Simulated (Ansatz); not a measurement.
## Response to strain in SrLi4P2

The parent structure is SrLi4P2 (space group R-3m, No. 166; a cell from a computed database, its experimental status unchecked).

```
SrLi4P2
1.0
    2.12528     1.22703     7.74863
   -2.12528     1.22703     7.74863
    0.00000    -2.45406     7.74863
Li Sr P
4 1 2
Direct
  0.43041   0.43041   0.43041
  0.56959   0.56959   0.56959
  0.13769   0.13769   0.13769
  0.86231   0.86231   0.86231
  0.00000   0.00000   0.00000
  0.75375   0.75375   0.75375
  0.24625   0.24625   0.24625
```

Cartesian axes are those of the cell as printed.

Strains are applied to the cell and any free atomic positions relax; under biaxial strain the out-of-plane vector relaxes too.

The values are results of Ansatz (a first-principles code) PBEsol, no spin-orbit coupling, not measurements.

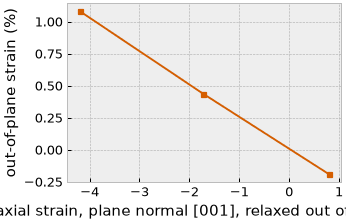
Fig. 1. Out-of-plane strain against biaxial strain, plane normal [001], relaxed out of plane

```tsv
biaxial strain, plane normal [001], relaxed out of plane (%)	out-of-plane strain
-4.2	+1.08 %
-1.72	+0.44 %
0.8	-0.19 %
```

Whether these cells are dynamically stable was not tested.
